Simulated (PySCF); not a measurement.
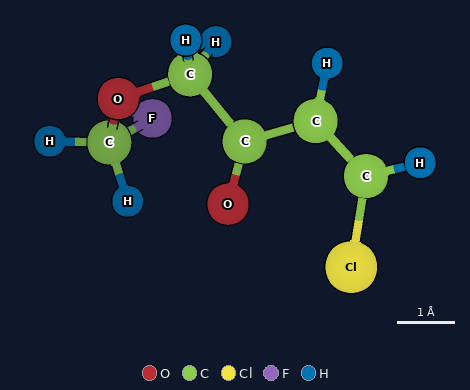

*The input geometry (ball-and-stick view, seen at a tilt).*

Bond lengths as drawn: C–C 1.35 to 1.55 Å, C–Cl 1.67 Å, C–F 1.35 Å, C–H 1.08 to 1.12 Å and C–O 1.20 to 1.38 Å.

## EPR calculation, with input and output: C₅H₆ClFO₂ (charge +1)

The run: EPR calculation of C₅H₆ClFO₂, charge +1, multiplicity 2. Method and program: UKS B3LYP, pcH-1 on C Cl F H O, non-relativistic, mean-field spin-orbit, GIAO (PySCF 2.14.0).

It belongs to a series of runs on one base structure; here: electron removed.

Input:
```
{"job": {"kind": "epr", "basis": "pcH-1"}, "charge": 1, "multiplicity": 2}
O      0.249901    -1.214113     0.362519
C      0.462404    -0.036134     0.250823
C      1.775318     0.537920     0.030204
C      2.836178    -0.291739    -0.022285
Cl     2.737266    -1.952568     0.169044
C     -0.696928     0.998439     0.302017
O     -1.856763     0.442180     0.801303
C     -2.397444    -0.621405     0.124380
F     -2.320193    -0.457384    -1.214918
H      1.883722     1.602467    -0.092032
H      3.831783     0.101918    -0.204741
H     -0.806290     1.354407    -0.735919
H     -0.431275     1.827630     0.962828
H     -1.822767    -1.550977     0.359093
H     -3.449326    -0.732650     0.421668
```

The first line tells a small driver script what to run in PySCF; the rest is the geometry in Å.

Launch command:
```bash
OMP_NUM_THREADS=1 python <driver script> task.json out
```

Output:
```
UKS, coarse grid
  cycle   1  E = -904.10678654  |g| = 7.03e-01
  cycle   2  E = -903.44723243  |g| = 1.47e+00
  cycle   3  E = -904.23106486  |g| = 3.65e-01
  cycle   4  E = -904.27721540  |g| = 1.33e-01
  cycle   5  E = -904.28249548  |g| = 6.11e-02
  cycle   6  E = -904.28396076  |g| = 1.65e-02
  cycle   7  E = -904.28406652  |g| = 8.44e-03
  cycle   8  E = -904.28410069  |g| = 4.45e-03
  cycle   9  E = -904.28411523  |g| = 2.27e-03
  cycle  10  E = -904.28411856  |g| = 9.71e-04
UKS, final grid
  cycle   1  E = -904.28406700  |g| = 1.91e-03
  cycle   2  E = -904.28405697  |g| = 5.22e-03
  cycle   3  E = -904.28406896  |g| = 6.06e-04
  cycle   4  E = -904.28406916  |g| = 2.51e-04
  cycle   5  E = -904.28406922  |g| = 1.47e-04
  cycle   6  E = -904.28406928  |g| = 2.91e-05
  cycle   7  E = -904.28406928  |g| = 1.53e-05
E = -904.28406928 Eh   <S^2> = 0.7549 (exact 0.7500)
g shifts (ppm)      1          2          3
  rmc          -313       -313       -313
  gc              4         48         69
  oz_so        1027      10311      15945
  total         718      10045      15702
hyperfine (MHz)  atom isotope    a_iso     a_fc   dipolar eigenvalues
    0   17O     -31.47     -30.41   -137.86     62.81     75.05
    1   13C     -32.16     -32.29    -13.58     -0.14     13.72
    2   13C      27.19      27.67    -10.06     -8.73     18.79
    3   13C     -10.17     -10.34     -5.75     -0.29      6.04
    4  35Cl      11.42      10.20    -23.95    -22.78     46.73
    5   13C       3.62       3.50    -13.77    -11.98     25.75
    6   17O     -23.35     -23.06    -64.97     32.24     32.73
    7   13C     -10.51     -10.58     -8.55     -6.35     14.90
    8   19F       8.20       6.98    -48.30    -45.50     93.80
    9    1H      -2.91      -2.80     -5.13     -1.17      6.30
   10    1H      42.00      41.99     -2.30     -0.70      3.00
   11    1H      43.22      43.21     -5.17     -2.33      7.50
   12    1H       5.20       5.16     -5.52     -2.28      7.80
   13    1H     166.17     166.19    -10.45     -1.66     12.10
   14    1H      70.98      70.97     -4.35     -3.96      8.32
```

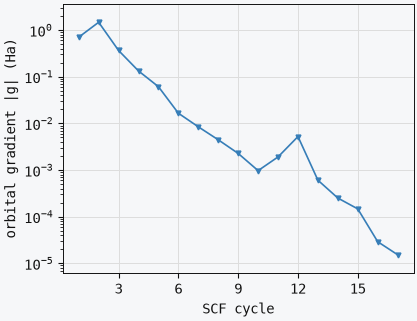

*Convergence of the self-consistent field: orbital gradient |g| against the SCF cycle.*

All cycles printed in the log are drawn one after another.

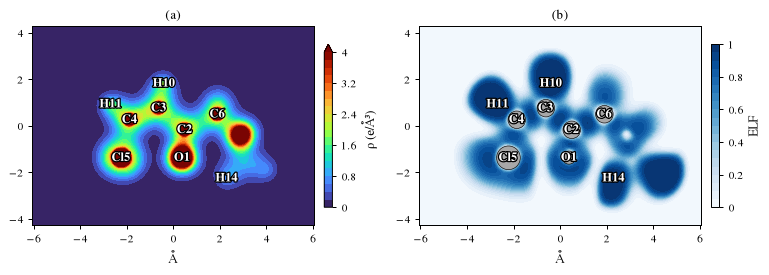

*(a) electron density; (b) electron localisation function on the plane of atoms O1, C2 and C6. Grey discs, where drawn, cover atomic cores.*

Atoms in the plane: O, C, Cl and H. C–O (1.20 Å): ρ is about 3.3 e/Å³ halfway; the ELF peaks at about 0.90 between the atoms (a double or triple bond). C–C (1.35 Å): ρ at the midpoint is about 2.2 e/Å³; the ELF peaks at about 0.95 between the atoms; a multiple bond by its length, whose ELF region spreads away from the axis. C–C (1.45 Å): ρ at the midpoint is about 1.8 e/Å³; the ELF peaks at about 0.95 between the atoms, as expected for localised, shared-pair bonding.

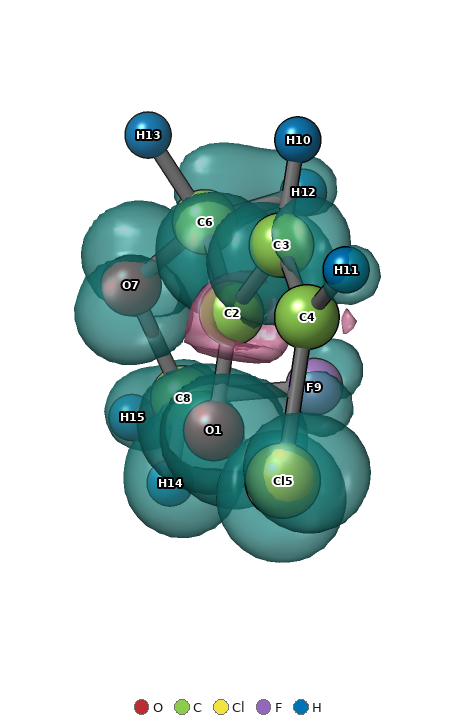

*Isosurfaces of the spin density at +0.02 (teal) and −0.02 e/Å³ (pink), seen at an oblique angle.*

The unpaired spin (1 electron) lies mostly on O1 (about 0.4), O7 (about 0.2), Cl5 (about 0.1) and C6 (about 0.1), in electrons by Hirshfeld's partition.

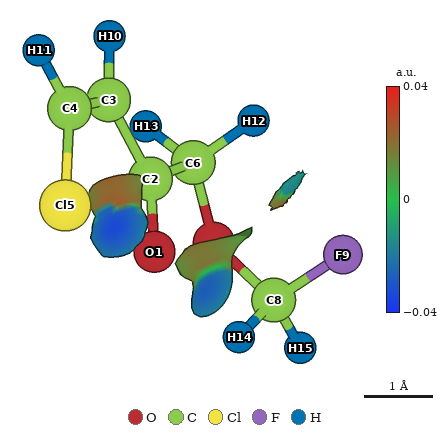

*Non-covalent interaction (NCI) plot: the surface where the reduced density gradient is 0.5, for densities under 0.05 a.u., coloured by sign(λ₂)ρ; seen at an oblique angle.*

Results in brief:

| quantity | value |
| --- | --- |
| outcome | converged |
| total energy | −904.284069 hartree |
| ⟨S²⟩ | 0.755 |
| isotropic g | 2.0111 |
| hardware | 1 CPU thread, shared host |
| wall time | 2.2 min |
| peak memory | 1.1 GiB |
